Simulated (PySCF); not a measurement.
**Geometry relaxation, with input and output: AlHBr₃ (charge +1)**

- system: AlHBr₃, charge +1
- method: PBE0-D3(BJ)/def2-SVP geometry optimisation, gas phase (PySCF 2.14.0)

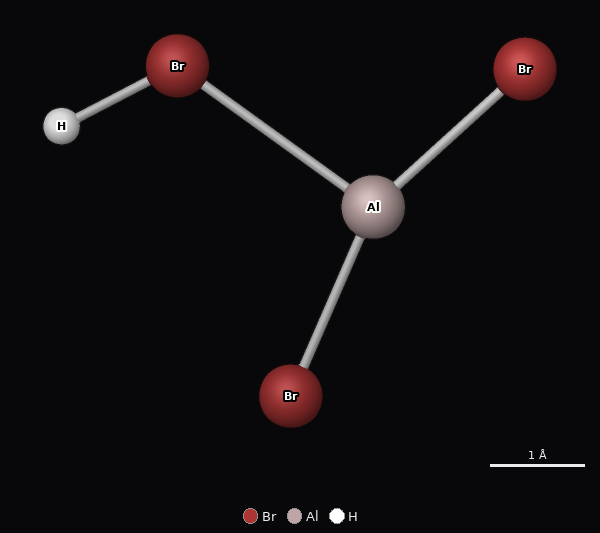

The starting structure (ball-and-stick view, seen on its broad side). Sticks mark near contacts. Bond lengths as drawn: Al–Br 2.21 to 2.58 Å and Br–H 1.41 Å.

Key numbers:

```csv
quantity,value
outcome,converged
total energy,−7963.344212 hartree
point group,C1
hardware,"1 CPU thread, shared host"
wall time,3 min
peak memory,0.53 GiB
```

Input file:
```
{"job": {"xc": "PBE0", "basis": "def2-SVP", "d3": "d3bj", "grid": 1, "kind": "geom"}, "charge": 1, "multiplicity": 1}
Br     1.357735     1.656860    -0.575280
Al    -0.146382    -0.375128    -0.057213
Br    -2.170523     0.530872    -0.146405
Br     1.330274    -2.002195     0.216397
H      0.710131     2.889979    -0.808775
```

The first line tells a small driver script what to run in PySCF; the rest is the geometry in Å.

Launched with:
```bash
OMP_NUM_THREADS=1 python <driver script> task.json out
```

Output:
```
step   0  E = -7963.33653072  max force = 0.018339
step   1  E = -7963.34248518  max force = 0.005466
step   2  E = -7963.34345026  max force = 0.003720
step   3  E = -7963.34398606  max force = 0.003081
step   4  E = -7963.34409638  max force = 0.001904
step   5  E = -7963.34408110  max force = 0.000563
step   6  E = -7963.34409651  max force = 0.000691
step   7  E = -7963.34410056  max force = 0.000705
step   8  E = -7963.34411179  max force = 0.000497
step   9  E = -7963.34412877  max force = 0.000462
step  10  E = -7963.34414051  max force = 0.000419
step  11  E = -7963.34415957  max force = 0.000275
step  12  E = -7963.34417961  max force = 0.000279
step  13  E = -7963.34419705  max force = 0.000244
step  14  E = -7963.34421160  max force = 0.000179
optimisation converged
```

Trajectory as extended XYZ (Å, eV, eV/Å), 15 frames, from step=0 to step=14:
```
5
Properties=species:S:1:pos:R:3:forces:R:3 step=0 energy=-216693.42435
Br    1.3577    1.6569   -0.5753    0.9430  -0.7890   0.1398
Al   -0.1464   -0.3751   -0.0572   -0.1980   0.4373  -0.0796
Br   -2.1705    0.5309   -0.1464    0.4636  -0.5048   0.0995
Br    1.3303   -2.0022    0.2164   -0.4790   0.4818  -0.1199
H     0.7101    2.8900   -0.8088   -0.7297   0.3746  -0.0398
5
Properties=species:S:1:pos:R:3:forces:R:3 step=1 energy=-216693.58637
Br    1.4694    1.6368   -0.5724    0.0509  -0.1098   0.0084
Al   -0.1433   -0.2843   -0.0775    0.0698   0.2811  -0.0588
Br   -2.2084    0.4509   -0.1239    0.2407  -0.1346   0.0438
Br    1.2919   -1.9185    0.1887   -0.2017   0.0763  -0.0336
H     0.6715    2.8154   -0.7861   -0.1598  -0.1129   0.0402
5
Properties=species:S:1:pos:R:3:forces:R:3 step=2 energy=-216693.61263
Br    1.4787    1.6328   -0.5766    0.0347  -0.0235  -0.0121
Al   -0.1178   -0.2593   -0.0820    0.1794   0.1913  -0.0538
Br   -2.1656    0.4788   -0.1219   -0.0450  -0.0310   0.0347
Br    1.2777   -1.9146    0.1750   -0.0789  -0.0843   0.0076
H     0.6082    2.7626   -0.7658   -0.0902  -0.0525   0.0236
5
Properties=species:S:1:pos:R:3:forces:R:3 step=3 energy=-216693.62721
Br    1.4937    1.6421   -0.5962    0.0082   0.0769  -0.0361
Al   -0.0738   -0.2278   -0.0993    0.1584   0.0064  -0.0039
Br   -2.1145    0.5240   -0.1112   -0.1144   0.0064   0.0129
Br    1.2519   -1.9348    0.1679   -0.0605  -0.0976   0.0277
H     0.5238    2.6968   -0.7326    0.0084   0.0079  -0.0006
5
Properties=species:S:1:pos:R:3:forces:R:3 step=4 energy=-216693.63022
Br    1.5035    1.6554   -0.6179   -0.0110   0.0494  -0.0268
Al   -0.0517   -0.2175   -0.0997    0.0979  -0.0244  -0.0042
Br   -2.0932    0.5420   -0.1073   -0.0672   0.0021   0.0105
Br    1.2220   -1.9626    0.1748   -0.0521  -0.0432   0.0307
H     0.5005    2.6831   -0.7212    0.0324   0.0161  -0.0102
5
Properties=species:S:1:pos:R:3:forces:R:3 step=5 energy=-216693.62980
Br    1.5180    1.6643   -0.6542   -0.0289  -0.0223  -0.0065
Al   -0.0362   -0.2111   -0.1079   -0.0002   0.0111   0.0194
Br   -2.0804    0.5542   -0.0970    0.0087  -0.0025  -0.0045
Br    1.1743   -1.9928    0.2051   -0.0071   0.0001   0.0047
H     0.5055    2.6858   -0.7173    0.0275   0.0136  -0.0131
5
Properties=species:S:1:pos:R:3:forces:R:3 step=6 energy=-216693.63022
Br    1.5202    1.6573   -0.6629   -0.0148  -0.0355  -0.0035
Al   -0.0402   -0.2083   -0.0943   -0.0163   0.0155  -0.0090
Br   -2.0863    0.5527   -0.0996    0.0195   0.0036   0.0098
Br    1.1630   -1.9964    0.2111   -0.0017   0.0124   0.0150
H     0.5245    2.6951   -0.7257    0.0133   0.0040  -0.0123
5
Properties=species:S:1:pos:R:3:forces:R:3 step=7 energy=-216693.63033
Br    1.5249    1.6372   -0.6805    0.0118  -0.0363  -0.0076
Al   -0.0520   -0.2044   -0.0855   -0.0302   0.0147  -0.0093
Br   -2.0972    0.5574   -0.0958    0.0197   0.0146   0.0144
Br    1.1428   -1.9960    0.2335    0.0041   0.0191   0.0099
H     0.5626    2.7062   -0.7430   -0.0054  -0.0122  -0.0075
5
Properties=species:S:1:pos:R:3:forces:R:3 step=8 energy=-216693.63064
Br    1.5285    1.6219   -0.6885    0.0187  -0.0213  -0.0139
Al   -0.0605   -0.2011   -0.0830   -0.0256   0.0051  -0.0009
Br   -2.1028    0.5656   -0.0919    0.0095   0.0209   0.0136
Br    1.1343   -1.9909    0.2448    0.0038   0.0098   0.0075
H     0.5817    2.7048   -0.7527   -0.0065  -0.0145  -0.0064
5
Properties=species:S:1:pos:R:3:forces:R:3 step=9 energy=-216693.63110
Br    1.5347    1.5998   -0.7008    0.0157   0.0015  -0.0204
Al   -0.0712   -0.1963   -0.0800   -0.0109  -0.0101   0.0115
Br   -2.1063    0.5865   -0.0855   -0.0061   0.0238   0.0122
Br    1.1221   -1.9848    0.2597   -0.0002  -0.0039   0.0044
H     0.6019    2.6951   -0.7648    0.0015  -0.0113  -0.0077
5
Properties=species:S:1:pos:R:3:forces:R:3 step=10 energy=-216693.63142
Br    1.5436    1.5711   -0.7229    0.0097   0.0118  -0.0178
Al   -0.0840   -0.1898   -0.0713   -0.0054  -0.0171   0.0156
Br   -2.1091    0.6174   -0.0760   -0.0089   0.0216   0.0132
Br    1.0985   -1.9828    0.2827   -0.0003  -0.0078  -0.0008
H     0.6321    2.6845   -0.7837    0.0049  -0.0085  -0.0102
5
Properties=species:S:1:pos:R:3:forces:R:3 step=11 energy=-216693.63194
Br    1.5477    1.5567   -0.7342    0.0050   0.0095  -0.0130
Al   -0.0905   -0.1879   -0.0651    0.0007  -0.0116   0.0130
Br   -2.1080    0.6385   -0.0686   -0.0060   0.0117   0.0142
Br    1.0871   -1.9838    0.2927   -0.0050  -0.0056  -0.0024
H     0.6448    2.6768   -0.7961    0.0053  -0.0039  -0.0117
5
Properties=species:S:1:pos:R:3:forces:R:3 step=12 energy=-216693.63248
Br    1.5545    1.5353   -0.7533   -0.0030   0.0025  -0.0002
Al   -0.0997   -0.1831   -0.0527   -0.0009   0.0007   0.0024
Br   -2.1085    0.6654   -0.0538    0.0032   0.0029   0.0143
Br    1.0652   -1.9865    0.3091   -0.0007  -0.0032  -0.0038
H     0.6697    2.6692   -0.8206    0.0013  -0.0028  -0.0127
5
Properties=species:S:1:pos:R:3:forces:R:3 step=13 energy=-216693.63296
Br    1.5566    1.5278   -0.7580   -0.0045  -0.0013   0.0023
Al   -0.1031   -0.1819   -0.0473    0.0064   0.0045  -0.0002
Br   -2.1069    0.6785   -0.0430    0.0019  -0.0028   0.0125
Br    1.0589   -1.9877    0.3126   -0.0035  -0.0012  -0.0028
H     0.6755    2.6637   -0.8356   -0.0003   0.0008  -0.0118
5
Properties=species:S:1:pos:R:3:forces:R:3 step=14 energy=-216693.63335
Br    1.5585    1.5225   -0.7624   -0.0048  -0.0045   0.0040
Al   -0.1048   -0.1796   -0.0411    0.0054   0.0065  -0.0025
Br   -2.1061    0.6864   -0.0287    0.0025  -0.0032   0.0089
Br    1.0525   -1.9890    0.3157   -0.0002   0.0004  -0.0012
H     0.6811    2.6601   -0.8548   -0.0029   0.0008  -0.0092
```

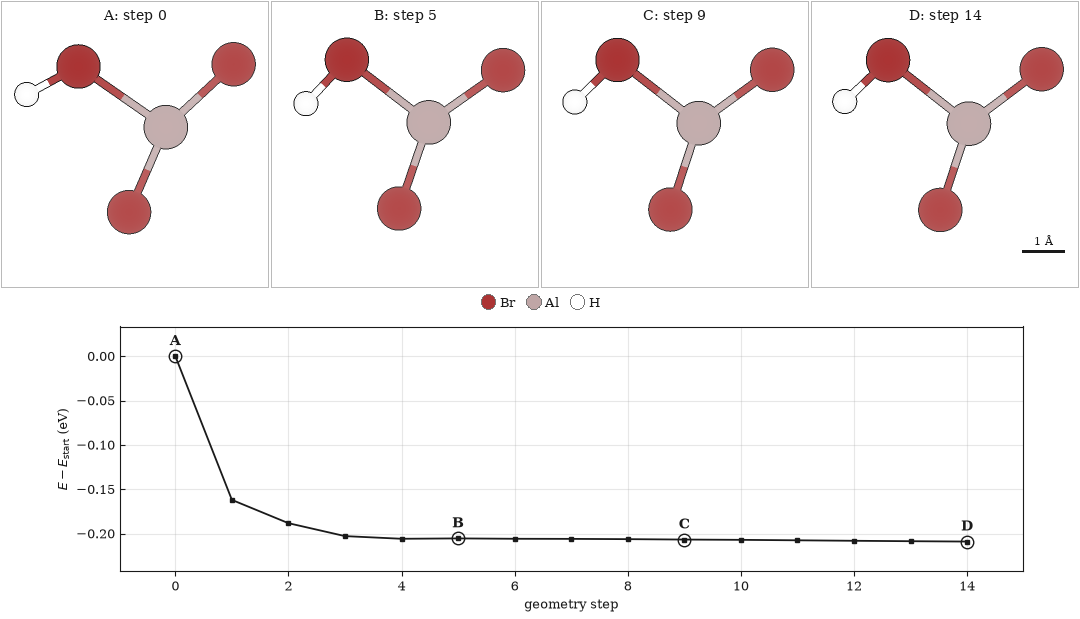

Frames of the relaxation (ball-and-stick view, seen on its broad side) above the curves, on which the letters mark them (steps are counted from 0).

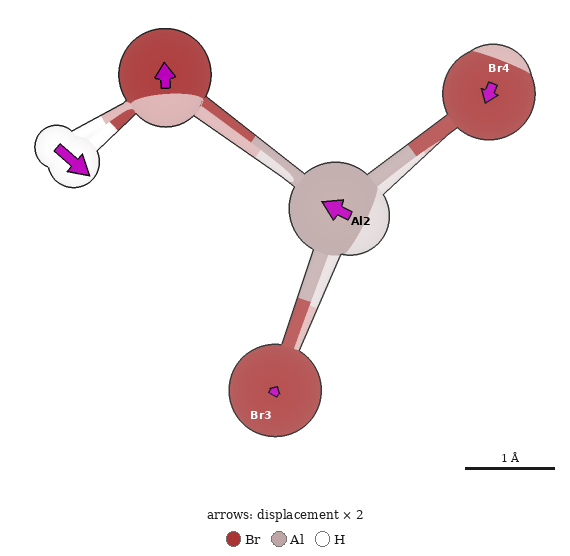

Start (faint) and end (solid) with the displacements as pink arrows, magnified 2 times (ball-and-stick view, seen on its broad side). The two geometries are laid on each other by the best rigid fit. The largest move after the best rigid fit is that of H5, 0.26 Å. By element the largest moves are H 0.26 Å, Al 0.19 Å, Br 0.16 Å. Among the contacts that change: Br1–Al2 2.581 → 2.487 Å, Al2–Br3 2.219 → 2.181 Å, Al2–Br4 2.214 → 2.177 Å, Br1–H5 1.412 → 1.440 Å. Among the angles that change: Al2–Br1–H5 117.0° → 98.7°, Br3–Al2–Br4 155.9° → 144.8°, Br1–Al2–Br3 101.7° → 110.1°. The energy falls by 0.209 eV in 14 geometry steps. The largest force component goes from 0.94 to 0.0092 eV/Å. (Atoms are counted from 1 in the order of the input.)
